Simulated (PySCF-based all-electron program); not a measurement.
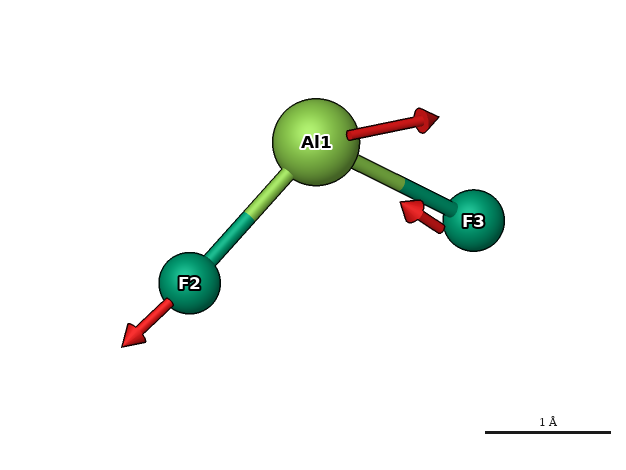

Arrows show the forces on the atoms, 0.2 Å of arrow for 1 eV/Å; forces under a tenth of the largest aren't drawn. Charge 0, doublet. Level of theory: r2SCAN, all-electron, scalar-relativistic (spin-free Dirac), large uncontracted Gaussian sets (PySCF-based all-electron program).

> On which atom is the force largest, and how large is it?

On Al1: 4.42 eV/Å.

List the force components in the frame of the picture (x right, y up, z towards the viewer), in eV/Å.

| atom | Fx | Fy | Fz |
| --- | --- | --- | --- |
| Al1 | 3.64 | 0.75 | −2.38 |
| F2 | −1.97 | −1.85 | 0.86 |
| F3 | −1.68 | 1.11 | 1.52 |
